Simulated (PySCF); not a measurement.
# PH (SMILES [PH]) at UHF/STO-3G

Aim: the energy change on altering one bond length of PH at UHF/STO-3G, from 2 runs. Input form: a Python script.

The results are computed with PySCF 2.14.0.

4 further runs of the same task are left out: 4 set aside as unsound or not needed.

## (1) The structure to begin with

PH has 2 atoms, charge 0, and is taken as a triplet. SMILES: `[PH]`. The coordinates come from a PBE0-D4/def2-TZVP relaxation.

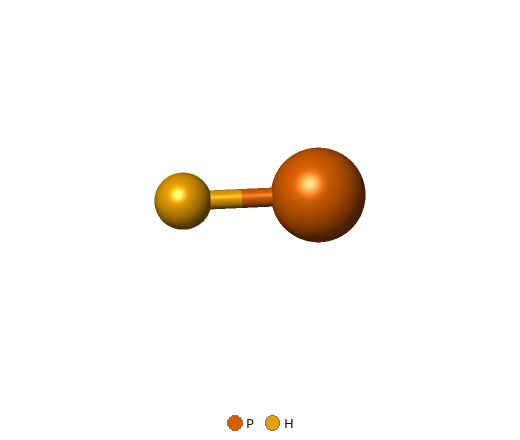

Viewed from a chosen angle; phosphorus orange, hydrogen amber.

## (2) A single-point energy at UHF/STO-3G

calc.py

```python
from pyscf import gto

system = gto.M(
    atom='''
P        0.000000       0.000000      -0.014610
H        0.000000       0.000000       1.413680
''',
    charge=0,
    spin=2,
    verbose=4,
    max_memory=1860,
    basis='sto-3g',
)

mf = system.UHF()
mf.conv_tol = 1e-10
mf.kernel()
if not mf.converged:
    mf = mf.newton().run(mf.mo_coeff, mf.mo_occ)

etot = mf.e_tot
print('Final energy', etot)
```

The run is started by

```sh
$ OMP_NUM_THREADS=1 python calc.py
```

Output:

```text
PySCF version 2.14.0

[INPUT] num. atoms = 2
[INPUT] num. electrons = 16
[INPUT] charge = 0
[INPUT] spin (= nelec alpha-beta = 2S) = 2
[INPUT] symmetry False subgroup None
[INPUT] Mole.unit = angstrom
[INPUT] Symbol           X                Y                Z      unit          X                Y                Z       unit  Magmom
[INPUT]  1 P      0.000000000000   0.000000000000  -0.014610000000 AA    0.000000000000   0.000000000000  -0.027608898680 Bohr   0.0
[INPUT]  2 H      0.000000000000   0.000000000000   1.413680000000 AA    0.000000000000   0.000000000000   2.671468027775 Bohr   0.0

nuclear repulsion = 5.55745553340008
number of shells = 6
number of NR pGTOs = 30
number of NR cGTOs = 10
basis = sto-3g
ecp = {}

******** <class 'pyscf.scf.uhf.UHF'> ********
method = UHF
initial guess = minao
damping factor = 0
level_shift factor = 0
DIIS = <class 'pyscf.scf.diis.CDIIS'>
diis_start_cycle = 1
diis_space = 8
diis_damp = 0
SCF conv_tol = 1e-10
SCF conv_tol_grad = None
SCF max_cycles = 50
direct_scf = True
direct_scf_tol = 1e-13
number electrons alpha = 9  beta = 7
Set gradient conv threshold to 1e-05
init E= -336.844917401684
[... the frontier-level lines of each cycle are left out ...]


cycle= 1 E= -337.435414381339  delta_E= -0.59  |g|= 0.0688  |ddm|= 1.44
cycle= 2 E= -337.440127560879  delta_E= -0.00471  |g|= 0.0203  |ddm|= 0.123
cycle= 3 E= -337.440714824118  delta_E= -0.000587  |g|= 0.00924  |ddm|= 0.0394
cycle= 4 E= -337.440906923268  delta_E= -0.000192  |g|= 0.00352  |ddm|= 0.0302
cycle= 5 E= -337.440952201732  delta_E= -4.53e-05  |g|= 0.000772  |ddm|= 0.0231
cycle= 6 E= -337.44095430669  delta_E= -2.1e-06  |g|= 1.26e-05  |ddm|= 0.0063
cycle= 7 E= -337.440954306829  delta_E= -1.39e-10  |g|= 1.15e-06  |ddm|= 3.1e-05
cycle= 8 E= -337.440954306831  delta_E= -1.59e-12  |g|= 8.23e-08  |ddm|= 3.1e-06
Extra cycle  E= -337.440954306831  delta_E=    0  |g|= 1.7e-08  |ddm|= 1.54e-07
converged SCF energy = -337.440954306831  <S^2> = 2.0115034  2S+1 = 3.0076592
Final energy -337.4409543068311
```

Wall time 0.56 s (1 thread of Arm Neoverse V2, shared host); peak memory 0.12 GiB.

## (3) The distorted shape, same level

start.xyz

```xyz
2

P      0.000000     0.000000    -0.228820
H      0.000000     0.000000     1.413680
```

run.py

```python
from pyscf import gto, scf

molecule = gto.M(
    atom='start.xyz',
    spin=2,
    verbose=3,
    basis='sto-3g',
    max_memory=1860,
)

mf = scf.UHF(molecule)
mf.conv_tol = 1e-10
mf.kernel()
if not mf.converged:
    mf = mf.newton().run(mf.mo_coeff, mf.mo_occ)

etot = mf.e_tot
print('E = %.10f Eh' % etot)
```

The run is started by

```sh
$ OMP_NUM_THREADS=1 python run.py
```

Output:

```text
WARN: HOMO -0.0585488010637565 >= LUMO -0.0585488010637585

converged SCF energy = -337.417018705957  <S^2> = 2.0448605  2S+1 = 3.0297594
E = -337.4170187060 Eh
```

Wall time 0.46 s (1 thread of Arm Neoverse V2, shared host); peak memory 0.099 GiB.

## (4) Summary of results

At UHF/STO-3G:

| quantity | value |
| --- | --- |
| first shape: total energy | -337.44095 Eh |
| first shape: dipole moment | 0.26 D |
| first shape: HOMO energy (highest over α and β) | -7.17 eV |
| first shape: LUMO energy (lowest over α and β) | 7.93 eV |
| first shape: ⟨S²⟩ | 2.012 |
| distorted shape: total energy | -337.41702 Eh |
| distorted shape: dipole moment | 0.11 D |
| distorted shape: HOMO energy (highest over α and β) | -7.26 eV |
| distorted shape: LUMO energy (lowest over α and β) | 7.91 eV |
| distorted shape: ⟨S²⟩ | 2.045 |
| energy change with the P1–H2 bond stretched from 1.428 to 1.643 Å | 0.651 eV |

With the P1–H2 bond stretched from 1.428 to 1.643 Å the energy rises by 0.65 eV (62.8 kJ/mol). The first shape isn't relaxed at this level, so the change isn't measured from a minimum. The minimal basis adds a large error of its own.
